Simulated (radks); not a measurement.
Cs: atomic calculation

- system: atomic caesium (Cs) in the configuration [Xe] 6s1.
- method: Dirac Kohn-Sham, PBE, spin-unpolarised, spherical densities, point nucleus (the in-house radial solver radks)

Input file:
```
Z 55
configuration [Xe] 6s1 5d0 6p0
relativity Dirac
functional pbe,pbe
spin unpolarised
j_filling energy
nucleus point
c 137.035999084
```

Energies in input and log are in hartree, lengths in bohr.

Hardware: 1 CPU thread, shared host.

Output:
```
1s1/2   1   2.0000       -1314.59176121
2s1/2   1   2.0000        -206.12850477
2p1/2   1   2.0000        -193.90987769
2p3/2   1   4.0000        -180.96400142
3s1/2   1   2.0000         -42.85360592
3p1/2   1   2.0000         -37.75189668
3p3/2   1   4.0000         -35.27096895
3d3/2   1   4.0000         -26.31131767
3d5/2   1   6.0000         -25.78465520
4s1/2   1   2.0000          -8.08645459
4p1/2   1   2.0000          -6.25602028
4p3/2   1   4.0000          -5.75004195
4d3/2   1   4.0000          -2.77512109
4d5/2   1   6.0000          -2.69116809
5s1/2   1   2.0000          -0.98111269
5p1/2   1   2.0000          -0.53807131
5p3/2   1   4.0000          -0.47820141
6s1/2   1   1.0000          -0.07666306
5d3/2   1   0.0000          -0.01494167
5d5/2   1   0.0000          -0.01359822
6p1/2   1   0.0000          -0.02889566
6p3/2   1   0.0000          -0.02638292
Etot -7790.275733872744
Ekin 8296.511462825772
Encl -18943.959743629006
Eh 3049.8469993131303
Exc -192.67445238264065
err 6.943251073450183e-09
it 13
```

Slater integrals of the outer shells (hartree):

```tsv
integral	value
F0(6s1/2,6s1/2)	0.1587
F0(6s1/2,5p3/2)	0.2008
G1(6s1/2,5p3/2)	0.0141
F0(6s1/2,5p1/2)	0.2016
G1(6s1/2,5p1/2)	0.0120
F0(6s1/2,5s1/2)	0.2038
G0(6s1/2,5s1/2)	0.0065
F0(6s1/2,6p1/2)	0.1306
G1(6s1/2,6p1/2)	0.0773
F0(5p3/2,5p3/2)	0.4259
F2(5p3/2,5p3/2)	0.2277
F0(5p3/2,5p1/2)	0.4356
F2(5p3/2,5p1/2)	0.2325
G0(5p3/2,5p1/2)	0.4330
G2(5p3/2,5p1/2)	0.2318
F0(5p3/2,5s1/2)	0.4638
G1(5p3/2,5s1/2)	0.3022
F0(5p3/2,6p1/2)	0.1480
F2(5p3/2,6p1/2)	0.0245
G0(5p3/2,6p1/2)	0.0035
```

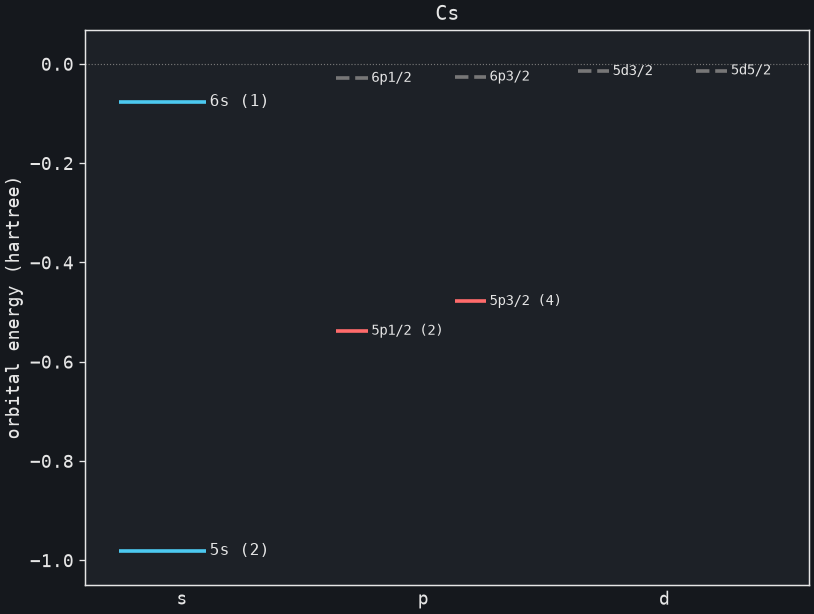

The outer levels are drawn by angular momentum (occupations in brackets, the lower j at the left of each column, empty levels dashed). The highest occupied level is 6s at −0.0767 hartree. From the top down the occupied levels run 6s (−0.0767 hartree), 5p3/2 (−0.478 hartree), 5p1/2 (−0.538 hartree), 5s (−0.981 hartree). The lowest empty level drawn is 6p1/2 at −0.0289 hartree. Spin-orbit splittings: 5d 0.00134 hartree, 6p 0.00251 hartree, 5p 0.0599 hartree. The measured ionisation energy (NIST) is 3.89 eV; minus the highest level, 2.09 eV, lies 46 % below it, as is usual for a semilocal functional, whose potential decays too fast.

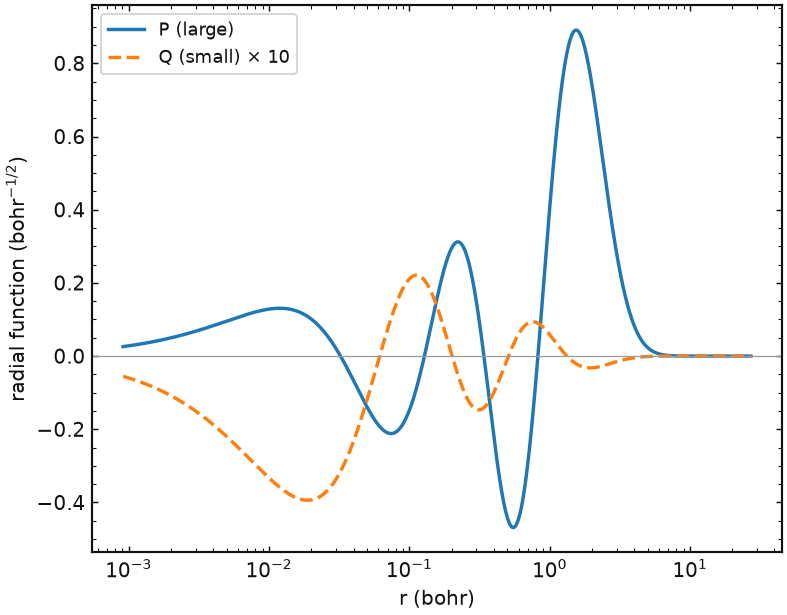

The large and small radial components of one occupied spinor. It is 5s1/2. The spinor has κ = −1: the large component has l = 0 and 4 radial nodes (r = 0.0323, 0.128, 0.340 and 0.825 bohr), the small one has l = 1. The small component carries 0.015 % of the norm; ⟨r⟩ = 1.74 bohr and the eigenvalue is −26.7 eV. The nodes of P give n − l − 1 and its extent picks the shell; Q has as many nodes as P for κ < 0 and one more for κ > 0.

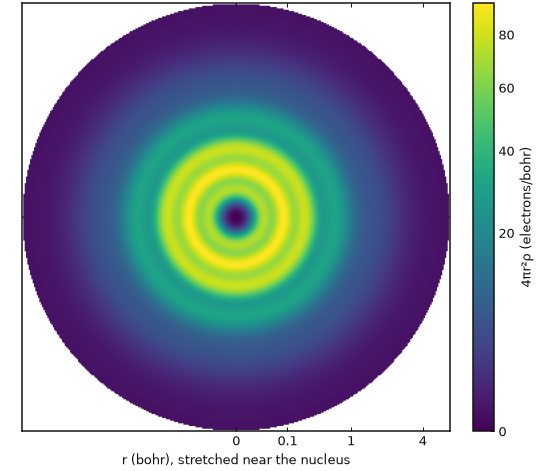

The radial density 4πr²ρ as a disc about the nucleus, with the radius drawn as r to the power 0.35. There are 4 maxima, at r = 0.0183, 0.0804, 0.229 and 0.649 bohr, parted by minima at 0.0356, 0.151 and 0.475 bohr, inside which lie 2.0, 11.2 and 28.9 electrons. The configuration has 6 principal shells, so not every shell has a maximum of its own.

Key numbers:

```
                       quantity                value
                        outcome            converged
                   total energy   −7790.2757 hartree
                 kinetic energy    8296.5115 hartree
        electron–nucleus energy  −18943.9597 hartree
                 Hartree energy    3049.8470 hartree
    exchange–correlation energy  −192.674452 hartree
radius at density 0.001 e/bohr³            4.72 bohr
                 SCF iterations                   13
```
